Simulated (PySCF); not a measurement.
Vertical excitations of a molecule CH₈FNSi₂ from TDDFT-LC-ωPBE/def2-SVPD in PySCF, as energy in eV (oscillator strength): 7.43 (0.059), 7.50 (0.035), 7.74 (0.057), 8.28 (0.048), 8.56 (0.035), 8.82 (0.055), 8.86 (0.436), 9.03 (0.117), 9.10 (0.000), 9.17 (0.007). Lowest triplet (TDA): 6.31 eV. Geometry: B3LYP-D3(BJ)/def2-SVP. The values are those of a single conformer.

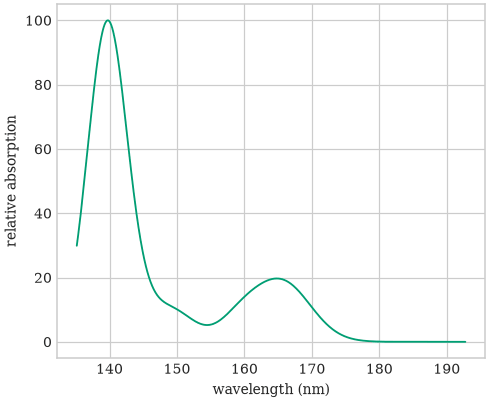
The lines broadened by 0.4 eV.

Task: Which structure fits?
A. C[Si@@H](F)[SiH2]N
B. N[C@H]([SiH3])[SiH2]F
C. C[SiH2][Si@@H](N)F
D. C[Si@@](N)(F)[SiH3]

Result: D, C[Si@@](N)(F)[SiH3]
